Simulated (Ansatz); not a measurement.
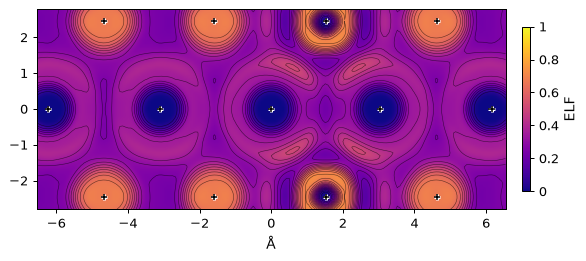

The electron localisation function on a plane through atoms (crosses mark nuclei in the plane).

Theory: DFT, PBEsol, plane waves, PAW (Ansatz 0.2.0).

Candidates:
A. SiGe2Sb4, a = 4.08 Å, b = 4.08 Å, c = 40.23 Å, α = 90.00°, β = 90.00°, γ = 120.00°. Space group R-3m; a structure from a database of computed crystals, not necessarily the ambient phase; started from the MgIn2Se4-166 prototype, which need not be the ambient phase.
B. Sb4Pt3W, a = 3.47 Å, b = 3.47 Å, c = 12.39 Å, α = 90.00°, β = 90.00°, γ = 90.00°. Space group P4/mmm; a structure from a database of computed crystals, not necessarily the ambient phase; started from the Tl4Br3Cl-123 prototype, which need not be the ambient phase; changed on purpose from its base cell (shaken).
C. Na2ZnF4, a = 6.65 Å, b = 9.19 Å, c = 3.17 Å, α = 89.99°, β = 90.00°, γ = 90.01°. Space group Cmmm; a structure from a database of computed crystals, not necessarily the ambient phase; started from the Al2ZnSe4-6 prototype, which need not be the ambient phase; changed on purpose from its base cell (shaken).

Q: Which system is this?

A: Candidate B: Sb4Pt3W on the (11̄0) plane of the conventional cell, which holds Sb, Pt and W. Sb–Pt (2.89 Å): the ELF is about 0.35 at the midpoint. Sb–W (2.89 Å): the ELF is about 0.45 at the midpoint.
